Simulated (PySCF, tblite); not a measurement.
# C₅H₈F₃S radical: geometry, infrared bands and EPR parameters

Aim: predict the infrared bands and EPR parameters of C₅H₈F₃S radical (`CC[C](C)SC(F)(F)F`).

The runs use tblite 0.8.0 and PySCF 2.14.0, with density-fitted response routines of our own; the level of theory stands in each step. All values are computed, except where a source is named. Atoms are numbered from 0 throughout.

### 1 Starting geometry

17 atoms, charge 0, multiplicity 2; geometry from: force field or distance geometry start.

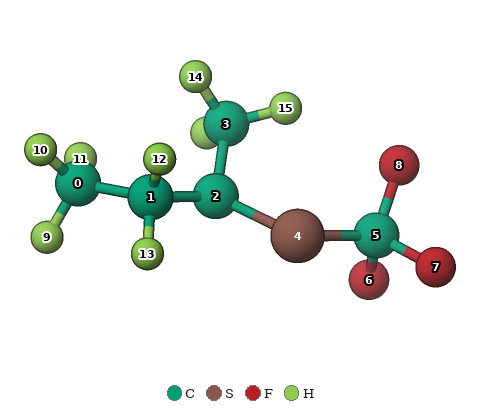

As it starts; carbon teal, sulfur brown, fluorine red, hydrogen green, atoms numbered.

### 2 Relaxing the molecule with GFN2-xTB

The job: settings as JSON, then the geometry in Å.

```
{"job": {"kind": "relax", "xc": "GFN2-xTB", "basis": "xTB"}, "charge": 0, "multiplicity": 2}
C     -2.491300    -0.312500    -0.446100
C     -1.458500     0.006200     0.577000
C     -0.037500    -0.168100     0.094800
C      0.323500     0.700200    -1.075300
S      1.162300    -0.218200     1.413900
C      2.859000    -0.413900     0.891900
F      3.129600    -1.635900     0.301300
F      3.657200    -0.397300     2.058900
F      3.291400     0.649700     0.157900
H     -2.945600    -1.322300    -0.227200
H     -3.366400     0.381800    -0.376100
H     -2.145400    -0.344700    -1.471600
H     -1.614300     1.025500     1.020300
H     -1.623100    -0.694700     1.440900
H     -0.392800     1.557200    -1.227200
H      1.306700     1.172400    -0.874500
H      0.338400     0.026600    -1.970000
```

Run with:

```sh
OMP_NUM_THREADS=1 python probes_run.py task.json out
```

This one command runs all jobs of the session in turn.

Output:

```text
step      E/eV     max force
  0    -874.38654    2.503
  1    -874.74478    1.071
  2    -874.86039    0.832
  3    -874.91165    0.787
  4    -874.96628    0.383
  5    -874.97608    0.283
  6    -874.99268    0.266
  7    -875.00138    0.235
  8    -875.01115    0.227
  9    -875.01936    0.260
 10    -875.02788    0.251
 11    -875.03490    0.218
 12    -875.04139    0.229
 13    -875.04781    0.255
 14    -875.05441    0.243
 15    -875.06073    0.214
 16    -875.06706    0.229
 17    -875.07408    0.232
 18    -875.08183    0.223
 19    -875.08919    0.220
 20    -875.09559    0.232
 21    -875.10210    0.218
 22    -875.11101    0.221
 23    -875.12444    0.285
 24    -875.14058    0.323
 25    -875.15613    0.292
 26    -875.17068    0.296
 27    -875.17891    0.475
 28    -875.19078    0.285
 29    -875.19968    0.225
 30    -875.20945    0.250
 31    -875.21362    0.243
 32    -875.21981    0.138
 33    -875.22400    0.121
 34    -875.22766    0.197
 35    -875.23021    0.140
 36    -875.23257    0.120
 37    -875.23503    0.130
 38    -875.23894    0.247
 39    -875.24500    0.322
 40    -875.25389    0.293
 41    -875.26590    0.284
 42    -875.28225    0.269
 43    -875.30036    0.419
 44    -875.30599    0.460
 45    -875.30801    0.534
 46    -875.32445    0.219
 47    -875.32731    0.141
 48    -875.33057    0.146
 49    -875.33505    0.245
 50    -875.33763    0.207
 51    -875.34109    0.112
 52    -875.34315    0.096
 53    -875.34466    0.119
 54    -875.34550    0.109
 55    -875.34618    0.065
 56    -875.34680    0.063
 57    -875.34753    0.097
 58    -875.34814    0.099
 59    -875.34877    0.052
 60    -875.34922    0.055
 61    -875.34961    0.052
 62    -875.34998    0.060
 63    -875.35037    0.053
 64    -875.35085    0.053
 65    -875.35155    0.069
 66    -875.35252    0.090
 67    -875.35378    0.105
 68    -875.35517    0.090
 69    -875.35646    0.068
 70    -875.35750    0.064
 71    -875.35845    0.082
 72    -875.35942    0.092
 73    -875.36037    0.088
 74    -875.36124    0.073
 75    -875.36208    0.064
 76    -875.36288    0.083
 77    -875.36368    0.063
 78    -875.36445    0.065
 79    -875.36507    0.057
 80    -875.36554    0.057
 81    -875.36610    0.061
 82    -875.36676    0.078
 83    -875.36747    0.071
 84    -875.36800    0.041
 85    -875.36835    0.032
 86    -875.36857    0.029
 87    -875.36875    0.028
 88    -875.36891    0.031
 89    -875.36914    0.039
 90    -875.36944    0.049
 91    -875.36989    0.062
 92    -875.37051    0.065
 93    -875.37126    0.057
 94    -875.37209    0.062
 95    -875.37300    0.071
 96    -875.37408    0.086
 97    -875.37512    0.083
 98    -875.37584    0.065
 99    -875.37625    0.059
100    -875.37659    0.050
101    -875.37688    0.037
102    -875.37724    0.036
103    -875.37746    0.035
104    -875.37770    0.038
105    -875.37801    0.041
106    -875.37844    0.052
107    -875.37899    0.080
108    -875.37959    0.057
109    -875.38020    0.059
110    -875.38074    0.059
111    -875.38124    0.058
112    -875.38160    0.037
113    -875.38185    0.045
114    -875.38207    0.031
115    -875.38230    0.033
116    -875.38252    0.037
117    -875.38268    0.026
118    -875.38281    0.028
119    -875.38291    0.019
120    -875.38298    0.021
121    -875.38304    0.021
122    -875.38311    0.021
123    -875.38320    0.021
124    -875.38334    0.024
125    -875.38349    0.025
126    -875.38364    0.032
127    -875.38377    0.030
128    -875.38389    0.022
129    -875.38400    0.025
130    -875.38413    0.023
131    -875.38429    0.026
132    -875.38446    0.030
133    -875.38464    0.029
134    -875.38485    0.036
135    -875.38512    0.030
136    -875.38546    0.037
137    -875.38573    0.037
138    -875.38598    0.031
139    -875.38612    0.030
140    -875.38623    0.032
141    -875.38633    0.028
142    -875.38646    0.019
143    -875.38651    0.019
144    -875.38662    0.021
145    -875.38672    0.022
146    -875.38690    0.030
147    -875.38711    0.041
148    -875.38732    0.040
149    -875.38750    0.037
150    -875.38763    0.026
151    -875.38773    0.019
152    -875.38780    0.013
153    -875.38782    0.009
```

It took 4.6 s on 1 thread of Intel Xeon at 2.50GHz, shared host; peak memory 0.18 GiB.

Step by step: (not every step is listed)

```csv
step,energy from step 0 (eV),largest force (eV/Å)
0,0.0000,2.5030
1,-0.3582,1.0707
2,-0.4739,0.8321
3,-0.5251,0.7870
4,-0.5797,0.3825
5,-0.5895,0.2827
6,-0.6061,0.2660
7,-0.6148,0.2346
8,-0.6246,0.2266
22,-0.7245,0.2210
36,-0.8460,0.1201
50,-0.9511,0.2068
64,-0.9643,0.0527
78,-0.9779,0.0647
92,-0.9840,0.0646
106,-0.9919,0.0524
120,-0.9964,0.0206
134,-0.9983,0.0358
148,-1.0008,0.0396
149,-1.0010,0.0371
150,-1.0011,0.0257
151,-1.0012,0.0186
152,-1.0013,0.0130
153,-1.0013,0.0091
```

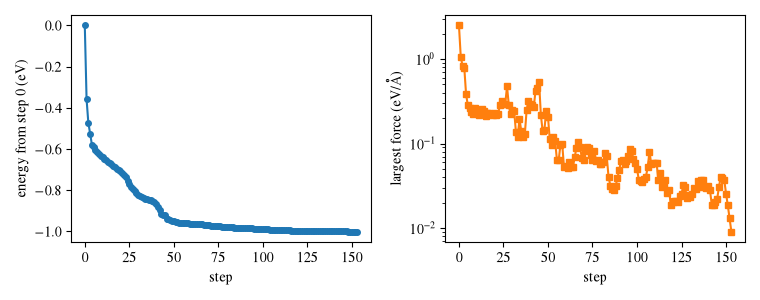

Energy and largest force along the relaxation.

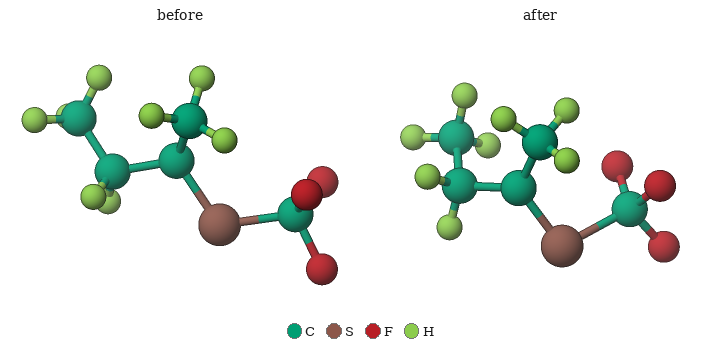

Before and after, at one scale.

Close pairs (by a distance rule), those that changed most:

```csv
bond,before (Å),after (Å),change (Å)
S4–C5,1.786,1.874,+0.088
C5–F7,1.414,1.327,-0.087
C2–S4,1.784,1.718,-0.066
C0–C1,1.488,1.538,+0.050
C5–F6,1.384,1.335,-0.049
C0–H9,1.129,1.087,-0.042
C3–H14,1.127,1.088,-0.039
C1–H13,1.125,1.091,-0.034
```

The next job starts from the end point, and lists it.

### 3 Infrared spectrum with GFN2-xTB

The job: settings as JSON, then the geometry in Å.

```
{"job": {"kind": "ir", "xc": "GFN2-xTB", "basis": "xTB"}, "charge": 0, "multiplicity": 2}
C     -1.966163    -0.800891    -0.238061
C     -1.475855     0.393171     0.597963
C     -0.037155     0.658890     0.347571
C      0.439707     1.230741    -0.933602
S      1.083466     0.284100     1.595051
C      2.316736    -0.799814     0.692125
F      1.695186    -1.720473    -0.048369
F      3.099375    -1.427540     1.561102
F      3.101776    -0.100512    -0.131140
H     -1.389830    -1.690481     0.002121
H     -3.013958    -0.994874    -0.025042
H     -1.857422    -0.593666    -1.299192
H     -2.071107     1.272126     0.331485
H     -1.630963     0.177100     1.655819
H     -0.370372     1.757003    -1.434856
H      1.270941     1.916923    -0.770943
H      0.798640     0.450227    -1.613018
```

Output:

```text
mode    cm-1     km/mol
  1      35.1      0.20
  2      39.3      0.17
  3      64.8      0.74
  4     105.2      1.93
  5     119.4      1.05
  6     181.9      0.77
  7     206.8      0.68
  8     244.8      0.46
  9     267.0      0.64
 10     298.5      6.78
 11     352.1      0.73
 12     400.0     19.34
 13     414.0      2.88
 14     469.6     13.27
 15     484.9      8.06
 16     622.4     25.01
 17     674.7      8.99
 18     821.8      4.15
 19     927.5     16.06
 20     984.2      3.70
 21     998.2    185.70
 22    1017.9     30.95
 23    1034.4     22.85
 24    1050.2     30.75
 25    1062.5    278.22
 26    1099.0    247.49
 27    1172.6     19.18
 28    1240.9      7.02
 29    1276.0     25.42
 30    1300.3      3.00
 31    1395.0     16.02
 32    1399.8      2.60
 33    1453.4      4.19
 34    1464.8      3.56
 35    1470.7      3.14
 36    1491.4      5.53
 37    1497.4      2.29
 38    2925.1      6.46
 39    2935.7     26.41
 40    2996.0     14.16
 41    3004.9      6.22
 42    3024.1     14.21
 43    3042.7     30.31
 44    3047.7     27.01
 45    3049.9     18.15
```

Run time: 2.7 s. Hardware: 1 thread of Intel Xeon at 2.50GHz, shared host; peak memory 0.18 GiB.

The strongest bands and the atoms that carry them (share of the mass-weighted mode):

```csv
cm⁻¹,km/mol,atoms
998,185.7,"C5 46 %, F8 15 %, F6 12 %"
1018,30.9,"C1 24 %, C0 21 %, H10 11 %, H13 10 %"
1050,30.8,"C1 25 %, C0 20 %, H10 17 %, H9 15 %"
1062,278.2,"C5 71 %, F8 14 %, F6 13 %"
1099,247.5,"C5 71 %, F7 23 %"
2936,26.4,H12 93 %
3043,30.3,H10 92 %
3048,27.0,"H9 70 %, H11 20 %"
```

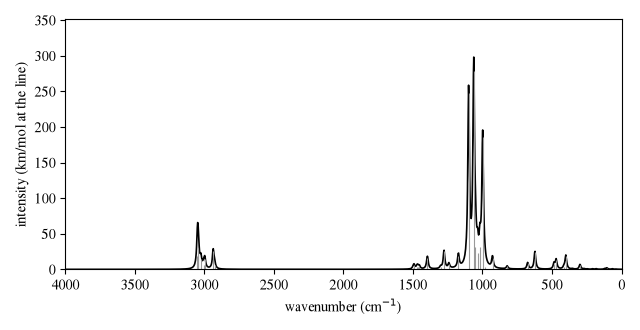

The infrared spectrum from these modes, unscaled. Lines are broadened to a width of 14 cm⁻¹ (Lorentzian).

### 4 EPR parameters: B3LYP/pcH-1

Same as in step 3 but for these lines:

```diff
@@ -1,2 +1,2 @@
-{"job": {"kind": "ir", "xc": "GFN2-xTB", "basis": "xTB"}, "charge": 0, "multiplicity": 2}
+{"job": {"kind": "epr", "basis": "pcH-1"}, "charge": 0, "multiplicity": 2}
 C     -1.966163    -0.800891    -0.238061
```

With the program's defaults for keys left out, this is: UKS B3LYP, pcH-1 on C F H S, non-relativistic, mean-field spin-orbit, GIAO.

Output:

```text
UKS, coarse grid
  cycle   1  E = -892.86573773  |g| = 7.27e-01
  cycle   2  E = -892.55125485  |g| = 1.23e+00
  cycle   3  E = -893.05305908  |g| = 8.40e-02
  cycle   4  E = -893.05484110  |g| = 6.26e-02
  cycle   5  E = -893.05668886  |g| = 1.21e-02
  cycle   6  E = -893.05676133  |g| = 5.11e-03
  cycle   7  E = -893.05677685  |g| = 1.67e-03
  cycle   8  E = -893.05677854  |g| = 8.70e-04
UKS, final grid
  cycle   1  E = -893.05680277  |g| = 1.09e-03
  cycle   2  E = -893.05680235  |g| = 1.60e-03
  cycle   3  E = -893.05680319  |g| = 1.21e-04
  cycle   4  E = -893.05680320  |g| = 3.41e-05
  cycle   5  E = -893.05680320  |g| = 2.52e-05
E = -893.05680320 Eh   <S^2> = 0.7557 (exact 0.7500)
g shifts (ppm)      1          2          3
  rmc          -167       -167       -167
  gc             33         51         31
  oz_so        -293         54       1975
  total        -427        -63       1839
hyperfine (MHz)  atom isotope    a_iso     a_fc   dipolar eigenvalues
    0   13C      67.43      67.44     -5.50     -5.35     10.85
    1   13C     -23.86     -23.86     -2.36     -0.25      2.61
    2   13C      89.15      89.14    -73.54    -72.87    146.41
    3   13C     -26.16     -26.17     -2.10      0.11      1.99
    4   33S      25.38      25.53    -14.09     -8.62     22.71
    5   13C     106.42     106.44     -7.84     -7.22     15.06
    6   19F      16.57      16.49    -17.62    -10.54     28.16
    7   19F      37.92      37.86    -22.46    -22.37     44.83
    8   19F      -5.91      -5.94     -3.88     -1.18      5.06
    9    1H      -3.66      -3.66     -5.09     -1.65      6.74
   10    1H      14.28      14.28     -3.34     -1.56      4.90
   11    1H      -3.84      -3.84     -4.49     -1.82      6.31
   12    1H      47.38      47.38     -4.28     -4.24      8.52
   13    1H      10.96      10.95     -4.56     -4.01      8.57
   14    1H      25.78      25.78     -4.26     -3.49      7.75
   15    1H      46.04      46.04     -4.52     -3.25      7.77
   16    1H     117.15     117.15     -4.57     -3.76      8.34
```

It took 5.7 min on 1 thread of Intel Xeon at 2.50GHz, shared host; peak memory 1.1 GiB.

Principal g values 2.00189, 2.00226, 2.00416; g(iso) = 2.00277, against 2.00232 for a free electron.

Mean a(iso) over the nuclei that a row names, and the largest dipolar term of the row (other rows stand at the frozen geometry):

```csv
nuclei,isotope,a(iso) (MHz),"a(iso) (G, at g = 2.0023)",largest dipolar term (MHz)
C5,13C,106.4,38.0,15.1
C2,13C,89.1,31.8,146.4
C0,13C,67.4,24.1,10.9
"H14, H15, H16",1H,63.0,22.5,8.3
"H12, H13",1H,29.2,10.4,8.6
C3,13C,-26.2,-9.3,-2.1
S4,33S,25.4,9.1,22.7
C1,13C,-23.9,-8.5,2.6
"F6, F7, F8",19F,16.2,5.8,44.8
"H9, H10, H11",1H,2.3,0.8,6.7
```

Mulliken spin populations:

C0 0.05; C1 -0.07; C2 0.85; C3 -0.07; S4 0.05; C5 0.06; F6 0.00; F7 0.01; F8 0.00; H9 0.00; H10 0.01; H11 0.00; H12 0.02; H13 0.00; H14 0.01; H15 0.02; H16 0.05

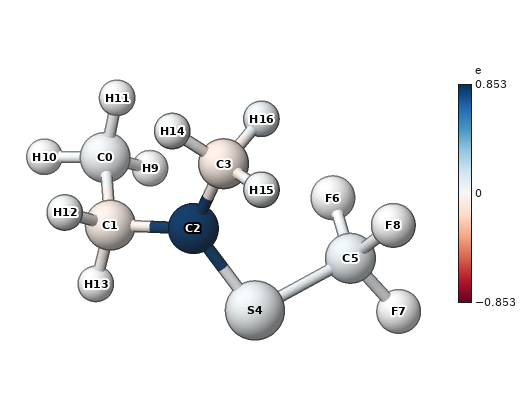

Mulliken spin populations, as colours on the atoms.

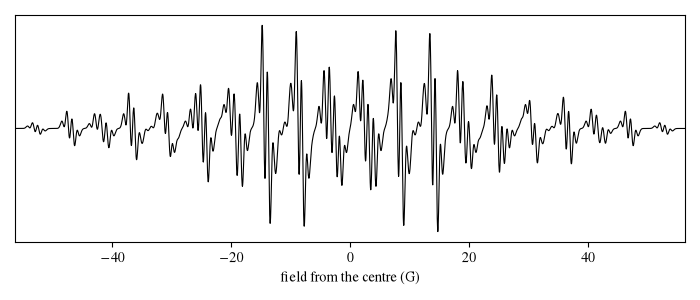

First-order isotropic spectrum (first derivative, main isotopes with spin only, couplings over 0.8 MHz, Gaussian width 0.3 G; couplings of the frozen geometry, rotation of groups not averaged beyond the rows shown).

The fields below are evaluated on a grid from the run's orbitals.

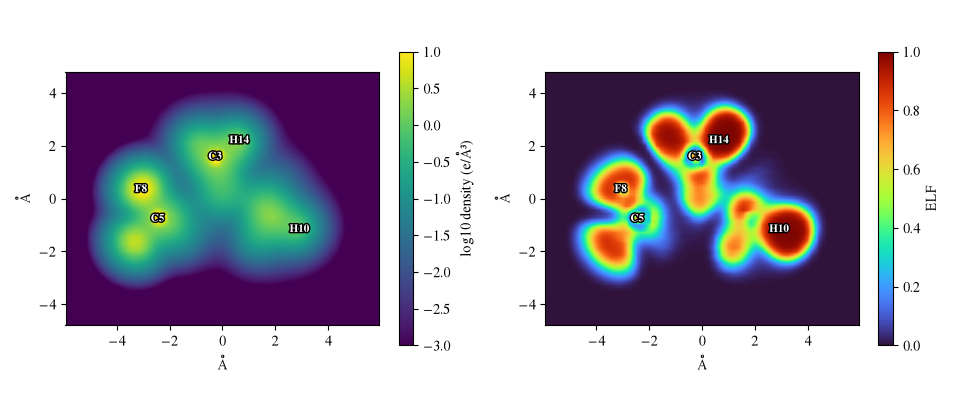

Density (left) and ELF (right) in a plane through or near 5 of the atoms.

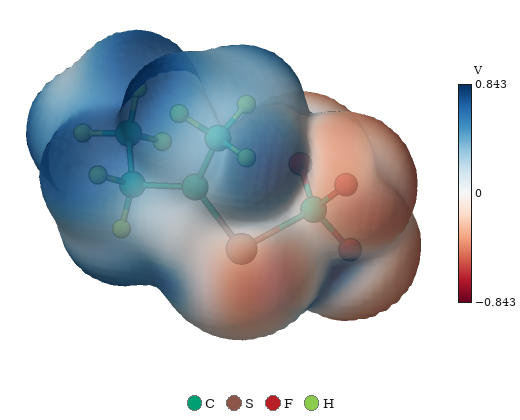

Electrostatic potential on the surface of density 0.002 e/bohr³; red is low, blue high. It runs from -0.48 V near S4 to 0.84 V near H14.

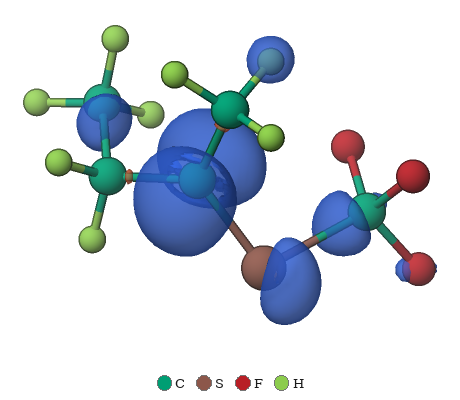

Spin density at ±0.04 e/Å³ (alpha excess blue, beta excess red).

### 5 Summary of results

```
                                 quantity                  value
strongest single infrared mode (GFN2-xTB)  1062 cm⁻¹, 278 km/mol
             zero-point energy (GFN2-xTB)          76.0 kcal/mol
                           g(iso) (B3LYP)                2.00277
                                     ⟨S²⟩     0.756 (exact 0.75)
       largest a(iso) (averaged by class)   13C on C5, 106.4 MHz
    surface potential, least and greatest     -0.48 V and 0.84 V
```

The optimisation took 153 steps and gained 1.001 eV; among the close pairs (by a distance rule), S4–C5 changed most, from 1.786 to 1.874 Å. All 45 modes are real, so the xTB geometry is a minimum. The strongest single mode, at 1062 cm⁻¹, moves mainly C5. GFN2-xTB is a fitted tight-binding method: band positions and strengths are rough. Its intensities can rank the bands wrongly. Most of the unpaired spin sits on C2 (0.85 e). The isotropic g lies 0.5 ppt above the free-electron value.
